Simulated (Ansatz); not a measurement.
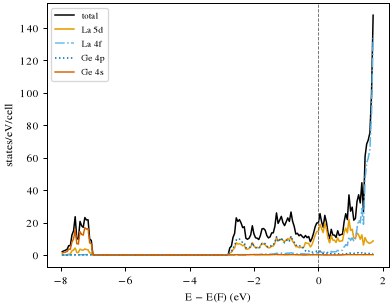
Figure: Total and projected density of states of La5Ge3 in space group P6_3/mcm (No. 193; La on 4d, La on 6g, Ge on 6g), PBE (plane waves, PAW; program Ansatz)

Which orbitals carry the states next to the Fermi level?

Within 0.5 eV of the Fermi level: La 5d 71 %, Ge 4p 12 %, La 4f 9 %. Projections are on Löwdin-orthogonalised atomic valence shells; empty p or d shells of many metals are not among them.

Where is the tallest occupied peak in this window, and what makes it?

Near -0.8 eV, about 27 states/eV per cell; the largest projected share is Ge 4p.

The first step of the workflow began from a Materials Project structure, measured or hypothetical; the Crystallography Open Database copy checked does not list it. Its standing as an ambient phase is unchecked. The PBE relaxation kept the symmetry of its start; its stability against distortions is not shown here. Scalar-relativistic: spin–orbit coupling is off unless named, which matters more the heavier the elements.

Potentials: the earlier of the program's two PAW sets.
